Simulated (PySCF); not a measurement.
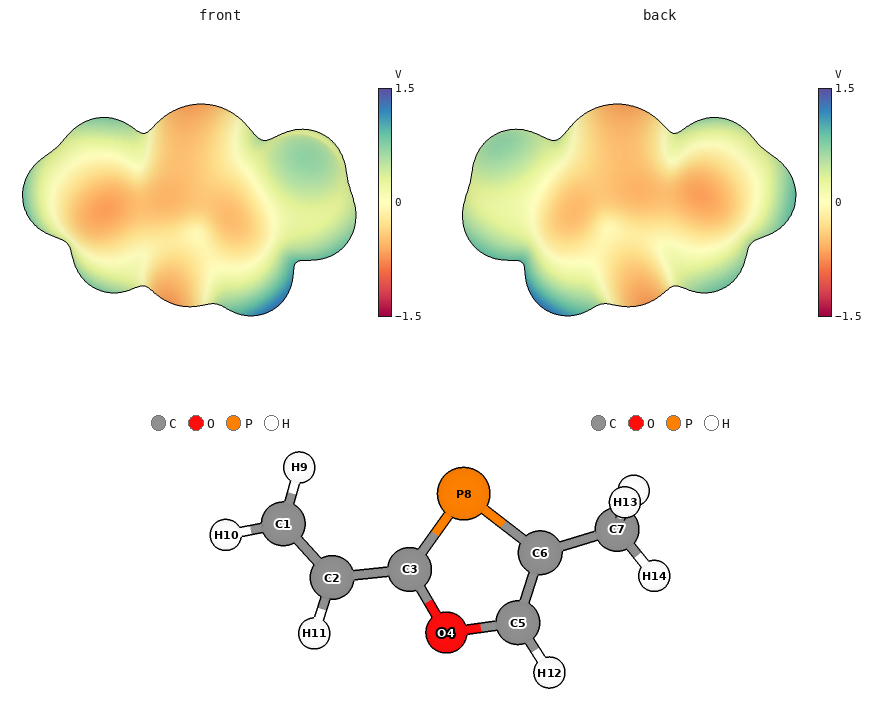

The picture shows: C₆H₇OP (SMILES C=Cc1occ(C)p1). The electrostatic potential painted on the density surface at 0.002 e/bohr³, seen from the front and from behind; the colour scale runs from red (negative) to blue (positive). The bare structure is drawn below in the same view.

Geometry: PBE0-D3(BJ)/def2-SVP.

Method: PBE0/pcSseg-1, SCF density, gas phase, non-relativistic (PySCF).

```xyz
15

C    -3.3338    0.3177    0.0191
C    -2.3693   -0.4864   -0.4511
C    -0.9440   -0.2472   -0.3564
O    -0.1816   -1.2514   -0.8355
C     1.1302   -0.9907   -0.7285
C     1.4547    0.2080   -0.1730
C     2.8497    0.7009    0.0431
P    -0.0393    1.0958    0.2488
H    -3.1001    1.2528    0.5369
H    -4.3874    0.0599   -0.1037
H    -2.6365   -1.4201   -0.9586
H     1.7791   -1.7813   -1.1055
H     3.0695    0.8262    1.1149
H     3.5894    0.0004   -0.3719
H     3.0076    1.6797   -0.4356
```

> Where is the surface potential most negative and most positive?

The most negative region (about −0.7 V, or −16 kcal/mol for a unit charge) lies over C1, C2, O4 and P8, the most positive (about +1.3 V, or +30 kcal/mol for a unit charge) over H12.

> How polar is the molecule by this calculation?

Its dipole moment is 1.13 D.
